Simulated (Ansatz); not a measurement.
H4O2Sn···H2O

```xyz
10

Sn   -0.2642    0.0122    0.1984
H    -0.6584   -0.1991    1.8368
O     1.6958   -0.3107   -0.0581
H     1.8903   -0.9392   -0.7504
H    -0.8552    1.2915   -0.7296
O    -0.9830   -1.5626   -0.7735
H    -0.9632   -2.3854   -0.2906
O     1.3006    1.8770    1.1810
H     1.9651    1.3151    0.7557
H     1.5001    1.8522    2.1152
```

Core potentials replace the inner electrons of Sn.

All numbers below come from RKS BHLYP-D4/def2-SVP in Ansatz.

Q: What can the converged electron density and electron localisation function tell about the bonding?

A: Sn1···O8 (2.63 Å): the density falls to about 0.18 e/Å³ on the way; the ELF dips to about 0.10 between them.
Sn–O (1.99 Å): ρ at the midpoint is about 0.71 e/Å³; the ELF peaks at about 0.85 in the valence shell of O, 0.6 Å from its nucleus, and drops to about 0.10 between the two atoms.
O–H (0.96 Å): ρ is about 3.7 e/Å³ halfway; the ELF climbs to about 1 towards the hydrogen, as it does in any bond to H (an ordinary covalent bond to hydrogen).

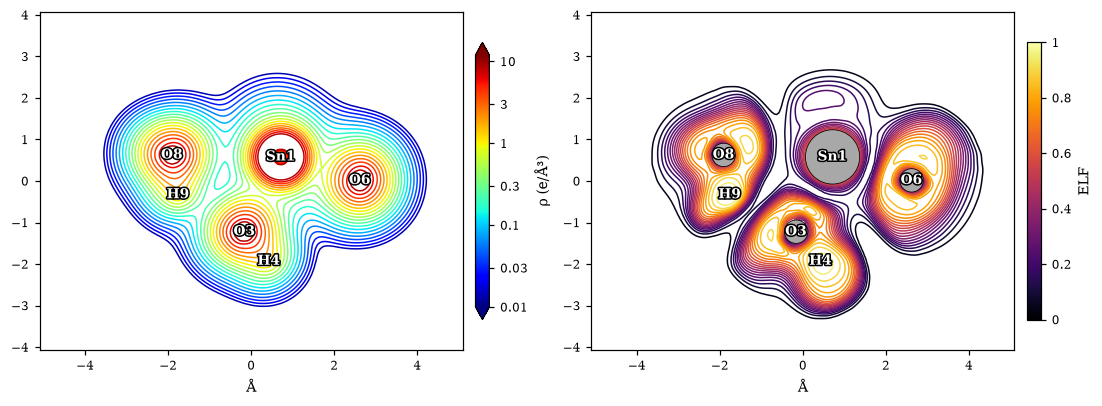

Computed electron density and electron localisation function on the plane of atoms O3, Sn1 and O6, in this order. Grey discs cover the atomic cores in the ELF map. 
